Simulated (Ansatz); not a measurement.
# CH6GaN + H2: a complex and its separated parts, part 2 of 2

Ansatz 0.2.0, Gaussian basis. The steps go on from the part before.

**13. CAM-B3LYP-D4/def2-TZVPP**

The inputs:

parta/in.yaml

```yaml
crystal:
  periodic: [false, false, false]
  atoms:
    - {symbol: Ga, position_ang: [-1.215253, 1.386717, 0.258998]}
    - {symbol: N, position_ang: [0.096990, 0.192680, 0.640967]}
    - {symbol: C, position_ang: [0.049769, -1.243595, 0.508588]}
    - {symbol: H, position_ang: [-2.551044, 0.786136, -0.284663]}
    - {symbol: H, position_ang: [-0.885761, 2.892019, 0.507912]}
    - {symbol: H, position_ang: [0.978911, 0.528480, 0.995058]}
    - {symbol: H, position_ang: [0.807347, -1.624212, -0.187782]}
    - {symbol: H, position_ang: [0.194385, -1.756277, 1.467761]}
    - {symbol: H, position_ang: [-0.926139, -1.547743, 0.123024]}
basis:
  gaussian: {orbitals: def2-TZVPP}
hamiltonian: {xc: {name: CAM-B3LYP}, dispersion: d4}
```

partb/in.yaml

```yaml
crystal:
  periodic: [false, false, false]
  atoms:
    - {symbol: H, position_ang: [1.508108, 0.261000, -1.719277]}
    - {symbol: H, position_ang: [1.942588, 0.124695, -2.310386]}
basis:
  gaussian: {orbitals: def2-TZVPP}
hamiltonian: {xc: {name: CAM-B3LYP}, dispersion: d4}
```

Each run has its own folder and the same command.

Started as:

```sh
$ ansatz run in.yaml --threads 4 --pin off --events-out ev --progress --plain --max-ram 9574MiB
```

parta printed, cut to the lines that bear on the results:

```text
Functional definition: CAM-B3LYP
  name "CAM-B3LYP"
  cite "Yanai, Tew & Handy, Chem. Phys. Lett. 393, 51 (2004) doi:10.1016/j.cplett.2004.06.011"
  cite "Iikura, Tsuneda, Yanai & Hirao, J. Chem. Phys. 115, 3540 (2001) doi:10.1063/1.1383587"
  cite "Becke, Phys. Rev. A 38, 3098 (1988) doi:10.1103/PhysRevA.38.3098"
  cite "Lee, Yang & Parr, Phys. Rev. B 37, 785 (1988) doi:10.1103/PhysRevB.37.785"
[...]
1092 factors; their error is unknown
291 factors; integrals over basis functions are off by at most 9.0e-6 eV
[...]
mean field -55005.80826208 eV, -2021.4261693556 hartree, gradient 1.2e-5 eV, S^2 0.000000; 0 other end points of the search recorded, 0 dependent functions left out
reference -55005.80839545 eV, -2021.4261742568 hartree; 25, 25 occupied and 169, 169 virtual orbitals, 1092 factors
Total energy: -55005.93103598 eV, -2021.4306812130 hartree
```

Output in partb, cut to the lines that bear on the results:

```text
[... 6 set-up lines as earlier in the session ...]
[...]
  # Exact exchange under (alpha + beta erf(omega r))/r, Becke's under what is left of 1/r.
[...]
118 factors; their error is unknown
42 factors; integrals over basis functions are off by at most 6.3e-5 eV
[...]
mean field -31.88030414 eV, -1.1715795678 hartree, gradient 6.4e-5 eV, S^2 0.000000; 0 other end points of the search recorded, 0 dependent functions left out
reference -31.88037408 eV, -1.1715821380 hartree; 1, 1 occupied and 27, 27 virtual orbitals, 118 factors
Total energy: -31.88188748 eV, -1.1716377545 hartree
```

They took 2.1 s (parta), 0.15 s (partb) on 4 threads of Arm Neoverse V1, shared host.

**14. wB97X-V/def2-TZVPP**

The same edit goes into each in.yaml of step 13 (parta, partb):

```diff
-hamiltonian: {xc: {name: CAM-B3LYP}, dispersion: d4}
+hamiltonian: {xc: {name: wB97X-V}}
```

One command serves all of them, each in its own folder.

Started as:

```sh
$ ansatz run in.yaml --threads 4 --pin off --events-out ev --progress --plain --max-ram 9574MiB
```

Output in parta, cut to the lines that bear on the results:

```text
Functional definition: wB97X-V
  name "wB97X-V"
  cite "Mardirossian & Head-Gordon, Phys. Chem. Chem. Phys. 16, 9904 (2014) doi:10.1039/C3CP54374A"
[... 2 set-up lines as earlier in the session ...]
[...]
      + integral(e_c_pw_opposite_spin*poly(b97_u_opposite, cos0, cos1)) + vv10(b, c)
1092 factors; their error is unknown
276 factors; integrals over basis functions are off by at most 9.0e-6 eV
[...]
mean field -54998.26128692 eV, -2021.1488231339 hartree, gradient 2.1e-5 eV, S^2 0.000000; 0 other end points of the search recorded, 0 dependent functions left out
reference -54998.26128484 eV, -2021.1488230575 hartree; 25, 25 occupied and 169, 169 virtual orbitals, 1092 factors
Total energy: -54998.26128484 eV, -2021.1488230575 hartree
```

partb printed, cut to the lines that bear on the results:

```text
[... 5 set-up lines as earlier in the session ...]
[...]
      + integral(e_c_pw_opposite_spin*poly(b97_u_opposite, cos0, cos1)) + vv10(b, c)
118 factors; their error is unknown
42 factors; integrals over basis functions are off by at most 3.0e-5 eV
[...]
mean field -31.90860066 eV, -1.1726194459 hartree, gradient 8.8e-5 eV, S^2 0.000000; 0 other end points of the search recorded, 0 dependent functions left out
reference -31.90859966 eV, -1.1726194092 hartree; 1, 1 occupied and 27, 27 virtual orbitals, 118 factors
Total energy: -31.90859966 eV, -1.1726194092 hartree
```

They took 4.9 s (parta), 0.15 s (partb) on 4 threads of Arm Neoverse V1, shared host; peak memory 0.53 GiB.

**15. wB97M-V/def2-TZVPP**

The same edit goes into each in.yaml of step 14 (parta, partb):

```diff
-hamiltonian: {xc: {name: wB97X-V}}
+hamiltonian: {xc: {name: wB97M-V}}
```

One command serves all of them, each in its own folder.

Started as:

```sh
$ ansatz run in.yaml --threads 4 --pin off --events-out ev --progress --plain --max-ram 9574MiB
```

parta printed, cut to the lines that bear on the results:

```text
Functional definition: wB97M-V
  name "wB97M-V"
  cite "Mardirossian & Head-Gordon, J. Chem. Phys. 144, 214110 (2016) doi:10.1063/1.4952647"
[... 2 set-up lines as earlier in the session ...]
  # Of w^i u^j: cxij and so on, Table III.
[...]
  gx(w, u) = 1 - cx + cx01*u + cx10*w
[...]
      + integral(e_c_pw_mod_opposite_spin*gos(b97_w_opposite, b97_u_opposite)) + vv10(b, c)
1092 factors; their error is unknown
276 factors; integrals over basis functions are off by at most 9.0e-6 eV
[...]
mean field -54999.49092879 eV, -2021.1940116391 hartree, gradient 8.2e-5 eV, S^2 0.000000; 0 other end points of the search recorded, 0 dependent functions left out
reference -54999.49097913 eV, -2021.1940134891 hartree; 25, 25 occupied and 169, 169 virtual orbitals, 1092 factors
Total energy: -54999.49097913 eV, -2021.1940134891 hartree
```

Log of partb, cut to the lines that bear on the results:

```text
[... 5 set-up lines as earlier in the session ...]
  # Of w^i u^j: cxij and so on, Table III.
[...]
  gx(w, u) = 1 - cx + cx01*u + cx10*w
[...]
      + integral(e_c_pw_mod_opposite_spin*gos(b97_w_opposite, b97_u_opposite)) + vv10(b, c)
118 factors; their error is unknown
42 factors; integrals over basis functions are off by at most 3.0e-5 eV
[...]
mean field -31.60111599 eV, -1.1613195926 hartree, gradient 7.3e-6 eV, S^2 0.000000; 0 other end points of the search recorded, 0 dependent functions left out
reference -31.60114025 eV, -1.1613204840 hartree; 1, 1 occupied and 27, 27 virtual orbitals, 118 factors
Total energy: -31.60114025 eV, -1.1613204840 hartree
```

Times: 6 s (parta), 0.2 s (partb) on 4 threads of Arm Neoverse V1, shared host; peak memory 0.55 GiB.

**16. B2PLYP/def2-TZVPP**

The same edit goes into each in.yaml of step 15 (parta, partb):

```diff
-hamiltonian: {xc: {name: wB97M-V}}
+hamiltonian: {xc: {name: B2PLYP}}
```

Each run has its own folder and the same command.

Started as:

```sh
$ ansatz run in.yaml --threads 4 --pin off --events-out ev --progress --plain --max-ram 9574MiB
```

parta printed, cut to the lines that bear on the results:

```text
Functional definition: B2PLYP
  name "B2PLYP"
  cite "Grimme, J. Chem. Phys. 124, 034108 (2006) doi:10.1063/1.2148954"
[... 2 set-up lines as earlier in the session ...]
[...]
1153 factors; integrals over basis functions are off by at most 1.1e-3 eV
[...]
mean field -54985.95641426 eV, -2020.6966274042 hartree, gradient 3.2e-6 eV, S^2 0.000000; 0 other end points of the search recorded, 0 dependent functions left out
11 core orbitals not correlated: weight in the atoms' cores, before any rotation towards them, 1.000 or more for the frozen orbitals, at most 0.000 for the correlated occupied ones
reference -54985.95658616 eV, -2020.6966337214 hartree; 14, 14 occupied and 169, 169 virtual orbitals, 1153 factors
second order -20.98953289 eV of doubles, -0.00000000 eV of singles
Total energy: -54991.62376004 eV, -2020.9048985202 hartree
```

Output in partb, cut to the lines that bear on the results:

```text
[... 5 set-up lines as earlier in the session ...]
[...]
145 factors; integrals over basis functions are off by at most 7.3e-4 eV
[...]
mean field -31.55849337 eV, -1.1597532402 hartree, gradient 1.0e-6 eV, S^2 0.000000; 0 other end points of the search recorded, 0 dependent functions left out
reference -31.55858278 eV, -1.1597565262 hartree; 1, 1 occupied and 27, 27 virtual orbitals, 145 factors
second order -1.02366327 eV of doubles, -0.00000000 eV of singles
Total energy: -31.83497187 eV, -1.1699136376 hartree
```

Wall times: 3.1 s (parta), 0.1 s (partb) on 4 threads of Arm Neoverse V1, shared host.

**17. PBE-QIDH/def2-TZVPP**

Each input of step 16 (parta, partb) changes in the same lines:

```diff
-hamiltonian: {xc: {name: B2PLYP}}
+hamiltonian: {xc: {name: PBE-QIDH}}
```

One command serves all of them, each in its own folder.

Started as:

```sh
$ ansatz run in.yaml --threads 4 --pin off --events-out ev --progress --plain --max-ram 9574MiB
```

Output in parta, cut to the lines that bear on the results:

```text
Functional definition: PBE-QIDH
  name "PBE-QIDH"
  cite "Brémond, Sancho-García, Pérez-Jiménez & Adamo, J. Chem. Phys. 141, 031101 (2014) doi:10.1063/1.4890314"
[... 1 set-up line as earlier in the session ...]
[...]
1153 factors; integrals over basis functions are off by at most 1.1e-3 eV
[...]
mean field -54977.82551489 eV, -2020.3978223637 hartree, gradient 3.8e-6 eV, S^2 0.000000; 0 other end points of the search recorded, 0 dependent functions left out
11 core orbitals not correlated: weight in the atoms' cores, before any rotation towards them, 1.000 or more for the frozen orbitals, at most 0.000 for the correlated occupied ones
reference -54977.82552804 eV, -2020.3978228469 hartree; 14, 14 occupied and 169, 169 virtual orbitals, 1153 factors
second order -19.39787286 eV of doubles, -0.00000000 eV of singles
Total energy: -54984.29148566 eV, -2020.6354424066 hartree
```

Output in partb, cut to the lines that bear on the results:

```text
[... 4 set-up lines as earlier in the session ...]
[...]
145 factors; integrals over basis functions are off by at most 7.3e-4 eV
[...]
mean field -31.52725297 eV, -1.1586051766 hartree, gradient 1.4e-6 eV, S^2 0.000000; 0 other end points of the search recorded, 0 dependent functions left out
reference -31.52725939 eV, -1.1586054125 hartree; 1, 1 occupied and 27, 27 virtual orbitals, 145 factors
second order -0.95920493 eV of doubles, -0.00000000 eV of singles
Total energy: -31.84699436 eV, -1.1703554561 hartree
```

They took 3.2 s (parta), 0.1 s (partb) on 4 threads of Arm Neoverse V1, shared host.

**18. RPA on PBE/def2-TZVPP**

The same edit goes into each in.yaml of step 17 (parta, partb):

```diff
-hamiltonian: {xc: {name: PBE-QIDH}}
+hamiltonian: {xc: pbe}
+correlation: {method: rpa}
```

Each run has its own folder and the same command.

Started as:

```sh
$ ansatz run in.yaml --threads 4 --pin off --events-out ev --progress --plain --max-ram 9574MiB
```

Log of parta, cut to the lines that bear on the results:

```text
[... 4 set-up lines as earlier in the session ...]
[...]
1153 factors; integrals over basis functions are off by at most 1.1e-3 eV
[...]
mean field -54992.35917438 eV, -2020.9319244987 hartree, gradient 5.3e-6 eV, S^2 0.000000; 0 other end points of the search recorded, 0 dependent functions left out
11 core orbitals not correlated: weight in the atoms' cores, before any rotation towards them, 1.000 or more for the frozen orbitals, at most 0.000 for the correlated occupied ones
reference -54940.84255175 eV, -2019.0387235361 hartree; 14, 14 occupied and 169, 169 virtual orbitals, 1153 factors
Total energy: -54968.97997724 eV, -2020.0727548508 hartree
```

partb printed, cut to the lines that bear on the results:

```text
[... 4 set-up lines as earlier in the session ...]
[...]
145 factors; integrals over basis functions are off by at most 7.3e-4 eV
[...]
mean field -31.73221633 eV, -1.1661374411 hartree, gradient 1.4e-6 eV, S^2 0.000000; 0 other end points of the search recorded, 0 dependent functions left out
reference -30.80640300 eV, -1.1321144288 hartree; 1, 1 occupied and 27, 27 virtual orbitals, 145 factors
Total energy: -32.86230503 eV, -1.2076674351 hartree
```

Wall times: 3.1 s (parta), 0.1 s (partb) on 4 threads of Arm Neoverse V1, shared host.

**19. CCSD(T)/def2-TZVPP**

The same edit goes into each in.yaml of step 18 (parta, partb):

```diff
-hamiltonian: {xc: pbe}
-correlation: {method: rpa}
+correlation: {method: ccsd_t}
```

The same command starts each run, in its folder.

Started as:

```sh
$ ansatz run in.yaml --threads 4 --pin off --events-out ev --progress --plain --max-ram 9574MiB
```

Log of parta, cut to the lines that bear on the results:

```text
Functional definition: HF
  name "HF"
  cite "Fock, Z. Phys. 61, 126 (1930) doi:10.1007/BF01340294"
[... 1 set-up line as earlier in the session ...]
[...]
1153 factors; integrals over basis functions are off by at most 1.1e-3 eV
[...]
mean field -54942.28007876 eV, -2019.0915516796 hartree, gradient 1.4e-6 eV, S^2 0.000000; 0 other end points of the search recorded, 0 dependent functions left out
11 core orbitals not correlated: weight in the atoms' cores, before any rotation towards them, 1.000 or more for the frozen orbitals, at most 0.000 for the correlated occupied ones
reference -54942.28007876 eV, -2019.0915516796 hartree; 14, 14 occupied and 169, 169 virtual orbitals, 1153 factors
second order -17.16566846 eV of doubles, -0.00000000 eV of singles
cycle   1  -17.15462155 eV  change    1.1e-2 eV  update   1.1e-1
[...]
cycle   9  -17.81246126 eV  change   -2.6e-5 eV  update   3.1e-5
perturbative correction -0.68896221 eV, -0.0253188944 hartree
Total energy: -54960.78150223 eV, -2019.7714664514 hartree
```

Output in partb, cut to the lines that bear on the results:

```text
[... 4 set-up lines as earlier in the session ...]
[...]
145 factors; integrals over basis functions are off by at most 7.3e-4 eV
[...]
mean field -30.82770681 eV, -1.1328973294 hartree, gradient 4.3e-7 eV, S^2 0.000000; 0 other end points of the search recorded, 0 dependent functions left out
reference -30.82770681 eV, -1.1328973294 hartree; 1, 1 occupied and 27, 27 virtual orbitals, 145 factors
second order -0.86257443 eV of doubles, -0.00000000 eV of singles
cycle   1  -1.00722939 eV  change   -1.4e-1 eV  update   2.6e-2
[...]
cycle   7  -1.07307750 eV  change    7.9e-7 eV  update   4.2e-7
perturbative correction 0.00000000 eV, 0.0000000000 hartree
Total energy: -31.90078431 eV, -1.1723322001 hartree
```

Times: 41 s (parta), 0.1 s (partb) on 4 threads of Arm Neoverse V1, shared host; peak memory 2.2 GiB.

**20. Vibrations of CH6GaN**

The input, vib-parta/in.yaml:

```yaml
crystal:
  periodic: [false, false, false]
  atoms:
    - {symbol: Ga, position_ang: [-1.215253, 1.386717, 0.258998]}
    - {symbol: N, position_ang: [0.096990, 0.192680, 0.640967]}
    - {symbol: C, position_ang: [0.049769, -1.243595, 0.508588]}
    - {symbol: H, position_ang: [-2.551044, 0.786136, -0.284663]}
    - {symbol: H, position_ang: [-0.885761, 2.892019, 0.507912]}
    - {symbol: H, position_ang: [0.978911, 0.528480, 0.995058]}
    - {symbol: H, position_ang: [0.807347, -1.624212, -0.187782]}
    - {symbol: H, position_ang: [0.194385, -1.756277, 1.467761]}
    - {symbol: H, position_ang: [-0.926139, -1.547743, 0.123024]}
basis:
  gaussian: {orbitals: def2-TZVP}
hamiltonian: {xc: pbe0, dispersion: d4}
phonons: {temperatures: {t_min: 298.15, t_max: 900, t_step: 200}}
```

Started as:

```sh
$ ansatz run in.yaml --threads 4 --pin off --events-out ev --progress --plain --max-ram 9574MiB
```

Output, cut to the lines that bear on the results:

```text
[... 5 set-up lines as earlier in the session ...]
[...]
1012 factors; their error is unknown
[...]
mean field -54993.71016010 eV, -2020.9815723081 hartree, gradient 2.8e-5 eV, S^2 0.000000; 0 other end points of the search recorded, 0 dependent functions left out
[...]
Atom 7 at     0.194385    -1.756277     1.467761 Å, force     0.000001    -0.000929    -0.000803 eV/Å
Atom 8 at    -0.926139    -1.547743     0.123024 Å, force     0.000175     0.000263    -0.000244 eV/Å
Dipole moment:     0.164438    -0.114335     0.052486 e Å
Vibrations: 155.75 229.65 275.15 498.47 535.39 606.86 647.34 726.53 1091.09 1137.84 1155.00 1400.01 1455.28 1482.83 1511.87 1994.23 1999.67 3002.80 3046.08 3106.48 3619.13 cm⁻¹, zero-point energy 1.839766 eV
```

Run time: 63 s. Hardware: 4 threads of Arm Neoverse V1, shared host.

Wavenumbers and character of the modes:

```csv
mode,wavenumber (cm⁻¹),character
1,156,torsion
2,230,bend
3,275,torsion
4,498,bend
5,535,torsion
6,607,torsion with out-of-plane bend
7,647,Ga–N stretch with bend
8,727,bend
9,1091,bend
10,1138,bend
11,1155,C–N stretch
12,1400,bend
13,1455,bend
14,1483,bend
15,1512,bend
16,1994,Ga–H stretch
17,2000,Ga–H stretch
18,3003,C–H stretch
19,3046,C–H stretch
20,3106,C–H stretch
21,3619,N–H stretch
```

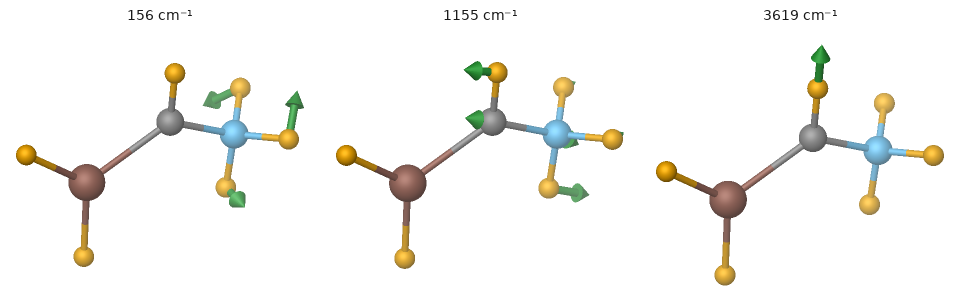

Displacements of 3 modes, as arrows.

Vibrational sums (real modes only):

```csv
T (K),entropy (J/mol/K),heat capacity (J/mol/K)
298,36.0,49.0
498,68.4,78.5
698,98.6,100.5
898,126.0,116.7
```

**21. Vibrations of H2**

The input, vib-partb/in.yaml:

```yaml
crystal:
  periodic: [false, false, false]
  atoms:
    - {symbol: H, position_ang: [1.508108, 0.261000, -1.719277]}
    - {symbol: H, position_ang: [1.942588, 0.124695, -2.310386]}
basis:
  gaussian: {orbitals: def2-TZVP}
hamiltonian: {xc: pbe0, dispersion: d4}
phonons: {temperatures: {t_min: 298.15, t_max: 900, t_step: 200}}
```

Started as:

```sh
$ ansatz run in.yaml --threads 4 --pin off --events-out ev --progress --plain --max-ram 9574MiB
```

Output, cut to the lines that bear on the results:

```text
[... 5 set-up lines as earlier in the session ...]
[...]
88 factors; their error is unknown
[...]
mean field -31.78865270 eV, -1.1682114397 hartree, gradient 1.8e-5 eV, S^2 0.000000; 0 other end points of the search recorded, 0 dependent functions left out
[...]
reference -31.78856025 eV, -1.1682080420 hartree; 1, 1 occupied and 11, 11 virtual orbitals, 88 factors
Total energy: -31.79027512 eV, -1.1682710624 hartree
Atom 0 at     1.508108     0.261000    -1.719277 Å, force     0.001010    -0.000317    -0.001373 eV/Å
Atom 1 at     1.942588     0.124695    -2.310386 Å, force    -0.001010     0.000317     0.001373 eV/Å
Dipole moment:    -0.000000    -0.000000     0.000000 e Å
Vibrations: 4414.40 cm⁻¹, zero-point energy 0.273658 eV
```

Wall time 0.2 s (4 threads of Arm Neoverse V1, shared host).

The modes, with what each moves most:

| mode | wavenumber (cm⁻¹) | character |
| --- | --- | --- |
| 1 | 4414 | H–H stretch |

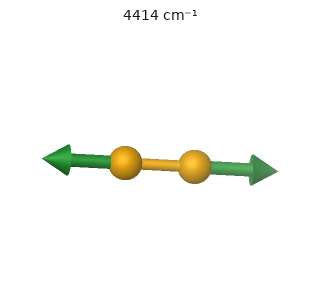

How the atoms move in 1 of the modes.

Vibrational sums (real modes only):

| T (K) | entropy (J/mol/K) | heat capacity (J/mol/K) |
| --- | --- | --- |
| 298 | 0.0 | 0.0 |
| 498 | 0.0 | 0.0 |
| 698 | 0.0 | 0.1 |
| 898 | 0.1 | 0.4 |

**22. Complex less separated parts**

The complex's own energies come from single points at the same levels.

Rows are in def2-TZVPP; times add the 3 runs of a level on a shared host, so small differences are noise.

Differences are taken before rounding.

| method | rung | complex less parts (kJ/mol) | from CCSD(T) (kJ/mol) | time |
| --- | --- | --- | --- | --- |
| SPW92 | LDA | -8.7 | -5.3 | 1.7 s |
| PBE-D4 | GGA | -5.4 | -2.0 | 2.7 s |
| BLYP-D4 | GGA | -3.9 | -0.5 | 2.8 s |
| r2SCAN-D4 | meta-GGA | -3.1 | +0.3 | 5.6 s |
| B97M-V | meta-GGA | -4.2 | -0.8 | 14 s |
| PBE0-D4 | hybrid | -4.7 | -1.3 | 4.1 s |
| B3LYP-D4 | hybrid | -4.0 | -0.7 | 3.8 s |
| r2SCAN0-D4 | hybrid | -3.4 | 0.0 | 6.4 s |
| BHLYP-D4 | hybrid | -4.1 | -0.7 | 3.7 s |
| CAM-B3LYP-D4 | range-separated hybrid | -4.3 | -0.9 | 4.4 s |
| wB97X-V | range-separated hybrid | -3.7 | -0.3 | 11 s |
| wB97M-V | range-separated hybrid | -3.7 | -0.3 | 13 s |
| B2PLYP | double hybrid | -1.7 | +1.7 | 7.1 s |
| PBE-QIDH | double hybrid | -2.8 | +0.6 | 7.1 s |
| RPA on PBE | RPA | -2.1 | +1.3 | 7.2 s |
| Hartree-Fock | wavefunction | 1.6 | +4.9 |  |
| MP2 | wavefunction | -3.5 | -0.1 |  |
| CCSD | wavefunction | -2.8 | +0.6 |  |
| CCSD(T) | wavefunction | -3.4 | 0 | 2.1 min |

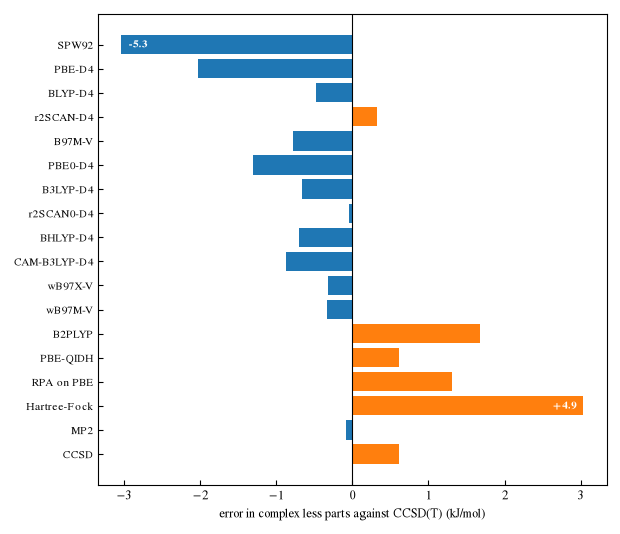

How far each level lands from CCSD(T). Bars with a number in them are cut short.

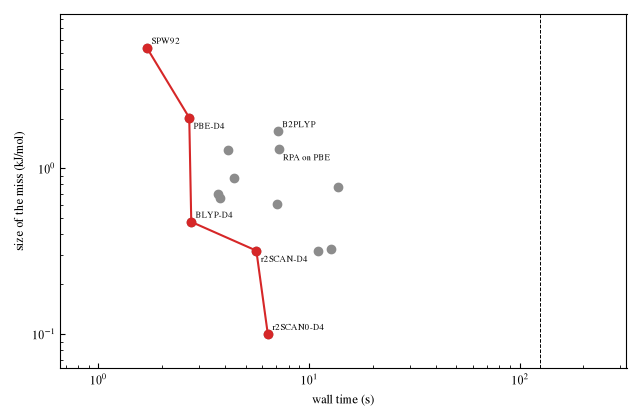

Accuracy for the time spent; red marks the levels that beat every quicker one drawn (of those quicker than the yardstick), and the dashed line is the time of CCSD(T). Only those levels and the largest misses are named. Misses under 0.1 kJ/mol are drawn at that value. Times are from a shared host.

r2SCAN0-D4 reaches 0.0 kJ/mol from the reference in 6.4 s, where CCSD(T) took 2.1 min; the quickest level in the cost chart, SPW92, takes 1.7 s and misses by 5.3 kJ/mol.

The complex's zero-point energy, from a separate PBE0-D4 run, is 2.168 eV.

**23. Results**

The summary covers parts 1 to 2.

```
                              quantity        value
complex less parts, CCSD(T)/def2-TZVPP  -3.4 kJ/mol
                with zero-point energy  +1.9 kJ/mol
                 largest T1 diagnostic        0.015
```

In words: At CCSD(T) the complex lies 3.4 kJ/mol below its parts. r2SCAN0-D4 is the best functional here (0.0 kJ/mol from CCSD(T)); SPW92 is the worst (-5.3 kJ/mol). Mean unsigned error by rung: LDA 5.3, GGA 1.2, meta-GGA 0.5, hybrid 0.7, range-separated hybrid 0.5, double hybrid 1.1 kJ/mol. PBE-D4 gives a relative energy 2.0 kJ/mol too low, an error of 60 % of the reference. No counterpoise was applied, and triple zeta lacks some correlation, so the CCSD(T) reference has a basis error of its own, and close matches with it are partly luck.
